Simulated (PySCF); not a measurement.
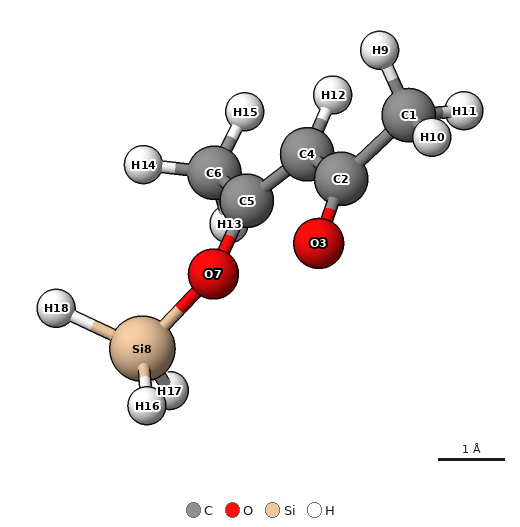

**Figure 1.** The structure as given in the input (ball-and-stick view, seen at a tilt; atoms are numbered from 1 in the order of the input). Bond lengths as drawn: C–C 1.35 to 1.52 Å, C–H 1.08 to 1.09 Å, C–O 1.21 to 1.32 Å, H–Si 1.45 to 1.47 Å and O–Si 1.63 Å.

**Two runs on C₅H₁₀O₂Si**

System: C₅H₁₀O₂Si.
Method of the first run: GIAO PBE0/pcSseg-1 NMR shielding, non-relativistic, IEF-PCM tetrahydrofuran (PySCF 2.14.0).

The geometry comes from this level: GFN2-xTB. Text and figures count atoms from 1; the logs count them from 0 in places.

## Input, the first run
```
{"job": {"kind": "nmr", "xc": "PBE0", "basis": "pcSseg-1", "solvent": "tetrahydrofuran", "scf": {"conv": 1e-07}, "pop": false}, "charge": 0, "multiplicity": 1}
C      3.230334     0.006113    -0.202140
C      1.811187    -0.476806     0.024085
O      1.567954    -1.615347     0.361516
C      0.800489     0.554572    -0.204388
C     -0.528583     0.363912    -0.070862
C     -1.522404     1.456086    -0.322294
O     -1.012103    -0.814161     0.290084
Si    -2.457881    -1.499421     0.578340
H      3.450086     0.828751     0.475089
H      3.930451    -0.805801    -0.026304
H      3.338504     0.365698    -1.223204
H      1.153909     1.529510    -0.500207
H     -2.196696     1.153493    -1.122570
H     -2.121220     1.614803     0.573590
H     -1.029324     2.382970    -0.596883
H     -2.046564    -2.843693     0.928880
H     -3.294770    -1.421482    -0.623749
H     -3.142806    -0.782198     1.659056
```

The first line tells a small driver script what to run in PySCF; the rest is the geometry in Å.

Launched with:
```bash
OMP_NUM_THREADS=1 python <driver script> task.json out
```

Hardware: 1 CPU thread, shared host.

## Output (the first run)
```
final grid: 144104 points
cycle   1  E = -635.7513161623  dE =  1.142e+00  |g| = 9.803e-01  |ddm| = 3.802e+00
cycle   2  E = -635.3925756486  dE =  3.587e-01  |g| = 1.685e+00  |ddm| = 2.842e+00
cycle   3  E = -635.9233814813  dE = -5.308e-01  |g| = 2.186e-01  |ddm| = 2.182e+00
cycle   4  E = -635.9328995885  dE = -9.518e-03  |g| = 7.098e-02  |ddm| = 2.230e-01
cycle   5  E = -635.9337373447  dE = -8.378e-04  |g| = 2.585e-02  |ddm| = 6.540e-02
cycle   6  E = -635.9338717828  dE = -1.344e-04  |g| = 4.102e-03  |ddm| = 2.028e-02
cycle   7  E = -635.9338746802  dE = -2.897e-06  |g| = 1.374e-03  |ddm| = 3.667e-03
cycle   8  E = -635.9338750474  dE = -3.672e-07  |g| = 6.069e-04  |ddm| = 1.734e-03
cycle   9  E = -635.9338751196  dE = -7.214e-08  |g| = 1.933e-04  |ddm| = 9.008e-04
converged SCF energy = -635.9338751196

GIAO shielding tensors (ppm)
atom      isotropic    diamagn.    paramagn.     s11        s22        s33       span
  0 C      152.480     252.826    -100.346    127.690    137.893    191.856     64.166
  1 C      -12.789     244.841    -257.630    -92.846    -47.898    102.377    195.222
  2 O     -249.279     407.343    -656.622   -779.447   -328.915    360.525   1139.972
  3 C       75.684     264.555    -188.871    -25.685    119.682    133.057    158.742
  4 C       14.964     252.008    -237.044    -80.784     20.814    104.862    185.645
  5 C      163.852     251.938     -88.086    145.694    155.282    190.580     44.885
  6 O      197.858     403.443    -205.586     45.676    192.434    355.463    309.787
  7 Si     392.753     880.993    -488.240    353.502    368.207    456.550    103.048
  8 H       29.269      29.311      -0.042     26.157     29.002     32.647      6.490
  9 H       30.092      28.137       1.955     26.820     28.507     34.949      8.129
 10 H       29.273      29.353      -0.080     26.137     29.057     32.625      6.488
 11 H       25.803      36.606     -10.804     22.079     23.626     31.703      9.624
 12 H       29.440      30.131      -0.691     25.722     28.207     34.391      8.669
 13 H       29.472      30.164      -0.692     25.672     28.359     34.384      8.712
 14 H       29.700      30.636      -0.936     25.279     28.856     34.963      9.685
 15 H       26.710      29.948      -3.238     22.740     25.786     31.605      8.865
 16 H       26.527      29.486      -2.958     23.315     25.170     31.096      7.781
 17 H       26.526      29.505      -2.979     23.325     25.160     31.093      7.768
```

For the second run the input was changed thus:
```diff
-"scf": {"conv": 1e-07}
```

Predict how the results change.

Both reach the same energy, so the change doesn't alter the result. No shielding changes by as much as 0.05 ppm. The SCF takes 14 iterations against 9.

## Output (the second run)
```
coarse grid: 15432 points
cycle   1  E = -635.6864199658  dE =  1.138e+00  |g| = 9.723e-01  |ddm| = 3.803e+00
cycle   2  E = -635.3374998085  dE =  3.489e-01  |g| = 1.668e+00  |ddm| = 2.798e+00
cycle   3  E = -635.8562012937  dE = -5.187e-01  |g| = 2.190e-01  |ddm| = 2.138e+00
cycle   4  E = -635.8657753622  dE = -9.574e-03  |g| = 6.933e-02  |ddm| = 2.206e-01
cycle   5  E = -635.8665695404  dE = -7.942e-04  |g| = 2.572e-02  |ddm| = 6.433e-02
cycle   6  E = -635.8667025388  dE = -1.330e-04  |g| = 4.069e-03  |ddm| = 2.001e-02
cycle   7  E = -635.8667054247  dE = -2.886e-06  |g| = 1.323e-03  |ddm| = 3.580e-03
final grid: 144104 points
cycle   8  E = -635.9338372647  dE = -2.156e-05  |g| = 1.404e-02  |ddm| = 3.711e-02
cycle   9  E = -635.9337613519  dE =  7.591e-05  |g| = 2.461e-02  |ddm| = 3.050e-02
cycle  10  E = -635.9338741709  dE = -1.128e-04  |g| = 2.188e-03  |ddm| = 2.130e-02
cycle  11  E = -635.9338751050  dE = -9.340e-07  |g| = 3.613e-04  |ddm| = 1.826e-03
cycle  12  E = -635.9338751243  dE = -1.932e-08  |g| = 1.631e-04  |ddm| = 4.089e-04
cycle  13  E = -635.9338751292  dE = -4.904e-09  |g| = 3.273e-05  |ddm| = 1.441e-04
cycle  14  E = -635.9338751294  dE = -1.942e-10  |g| = 1.400e-05  |ddm| = 3.965e-05
converged SCF energy = -635.9338751294

GIAO shielding tensors (ppm)
atom      isotropic    diamagn.    paramagn.     s11        s22        s33       span
  0 C      152.473     252.827    -100.353    127.680    137.880    191.860     64.180
  1 C      -12.772     244.837    -257.610    -92.835    -47.875    102.393    195.228
  2 O     -249.311     407.343    -656.654   -779.526   -328.957    360.550   1140.076
  3 C       75.690     264.554    -188.864    -25.673    119.681    133.062    158.736
  4 C       14.969     252.009    -237.040    -80.777     20.833    104.850    185.627
  5 C      163.847     251.938     -88.091    145.689    155.278    190.574     44.885
  6 O      197.863     403.444    -205.581     45.718    192.454    355.417    309.700
  7 Si     392.748     880.993    -488.246    353.497    368.203    456.543    103.046
  8 H       29.269      29.311      -0.042     26.158     29.002     32.647      6.489
  9 H       30.094      28.137       1.957     26.827     28.506     34.949      8.123
 10 H       29.274      29.353      -0.080     26.138     29.057     32.625      6.487
 11 H       25.803      36.607     -10.803     22.081     23.625     31.703      9.622
 12 H       29.440      30.131      -0.692     25.722     28.207     34.390      8.668
 13 H       29.471      30.163      -0.692     25.672     28.359     34.383      8.711
 14 H       29.699      30.636      -0.937     25.278     28.857     34.962      9.685
 15 H       26.710      29.948      -3.238     22.738     25.786     31.605      8.867
 16 H       26.527      29.486      -2.959     23.315     25.170     31.096      7.781
 17 H       26.526      29.505      -2.979     23.325     25.160     31.092      7.767
```

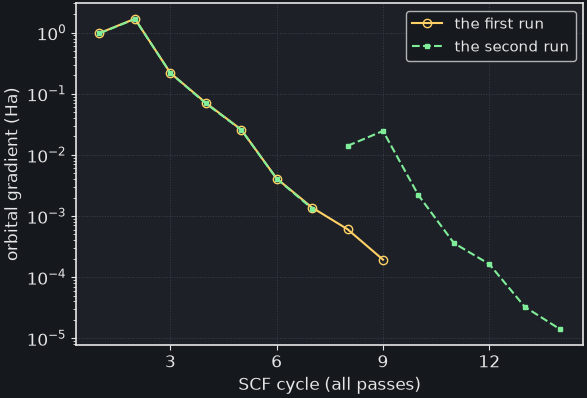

**Figure 2.** Convergence of the two runs: orbital gradient against the SCF cycle. A break in a curve parts two SCF passes (coarse and final grid). The first run takes 9 cycles in all, and the second run takes 14.

## The two runs side by side

| quantity | the first run | the second run |
| --- | --- | --- |
| outcome | converged | converged |
| total energy (hartree) | −635.933875 | −635.933875 |
| HOMO (eV) | −6.89 | −6.89 |
| LUMO (eV) | −1.03 | −1.03 |
| dipole moment (D) | 5.05 | 5.05 |
| shielding of C1 (ppm) | 152.5 | 152.5 |
| shielding of C2 (ppm) | −12.8 | −12.8 |
| shielding of O3 (ppm) | −249.3 | −249.3 |
| shielding of C4 (ppm) | 75.7 | 75.7 |
| shielding of C5 (ppm) | 15.0 | 15.0 |
| shielding of O7 (ppm) | 197.9 | 197.9 |
| shielding of Si8 (ppm) | 392.8 | 392.7 |
| SCF iterations | 9 | 14 |
| basis functions | 193 | 193 |
| wall time (shared host) | 31 s | 31 s |
